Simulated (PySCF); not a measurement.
# C5H5FP2: the cost of one run

Computed with PySCF 2.14.0 and routines of our own; the level stands in each step. Atoms count from 0.

## (1) The starting structure

13 atoms, charge 0, multiplicity 1; geometry from: GFN2-xTB.

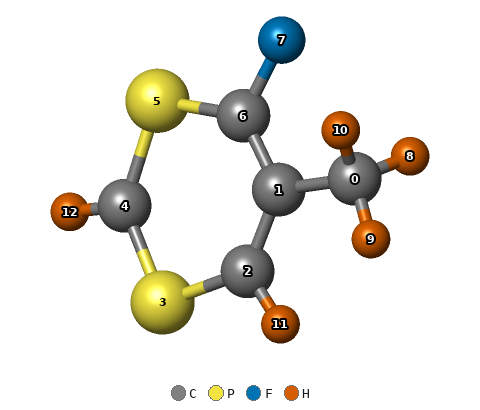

The starting geometry (carbon grey, phosphorus yellow, fluorine blue, hydrogen orange).

## (2) Magnetic properties: GIAO KT3/pcSseg-1

What the job is given:

```
{"job": {"kind": "mag", "xc": "KT3", "basis": "pcSseg-1", "isotopologues": 2}, "charge": 0, "multiplicity": 1}
C     -1.961603    -0.077913     0.090819
C     -0.462435    -0.056019     0.007375
C      0.227920    -1.235259    -0.213284
P      1.936149    -1.501434    -0.341770
C      2.595820     0.080553    -0.128511
P      1.851739     1.612943     0.152043
C      0.170291     1.169321     0.171392
F     -0.648948     2.236287     0.388872
H     -2.277668     0.147330     1.109417
H     -2.354740    -1.050369    -0.193000
H     -2.388332     0.684663    -0.558888
H     -0.372209    -2.131706    -0.322526
H      3.679628     0.122089    -0.179665
```

With the program's defaults for keys left out, this is: GIAO KT3/pcSseg-1 magnetisability, rotational g tensor and spin-rotation constants, non-relativistic, gas phase.

Run with:

```sh
$ OMP_NUM_THREADS=1 python excited_run.py task.json out
```

The driver reads the jobs from task.json and runs them one after another.

**Question.** How long does this first job take on 1 thread of Arm Neoverse N1, shared host, and how much memory does it need?

About 61 s, with a peak of 0.62 GiB.
